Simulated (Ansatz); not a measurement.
Method: PBE (plane waves to 420 eV, PAW; Ansatz, a quantum-chemistry and plane-wave program).

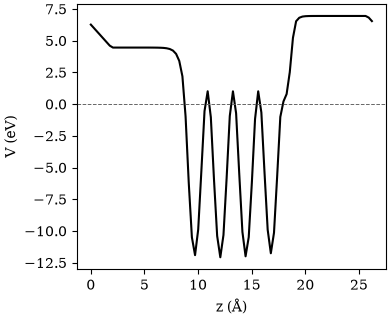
*Planar average of the electrostatic potential across the slab, in eV from the Fermi level, for F on the 1x1 (111) surface of fcc Ag, one in a 2x1 cell, started at the site 'hollow Ag-Ag-Ag over Ag at depth 4.7 Å'*

Slab: 9 atoms, 7.1 Å thick at the start under the adsorbate (thin: gaps and levels are the slab's own); k 6x12x1, smearing 0.1 eV, dipole-corrected; 4 atoms held, the rest relaxed; start symmetry kept, larger cells not searched; no spin, no spin-orbit, no U, no dispersion correction. At the end it is bonded to 3 Ag. In PBE it is, or lies within 0.03 eV of, the lowest of the starts that converged.

Task: The surface cell has an area of 14.90 Å². What dipole along the normal does the step between the two vacuum levels imply?

Result: the top vacuum level lies 2.49 eV above the bottom one; p = −ε₀ A ΔV (ε₀ = 0.005526 e/(V·Å)) gives -0.21 e·Å a cell.
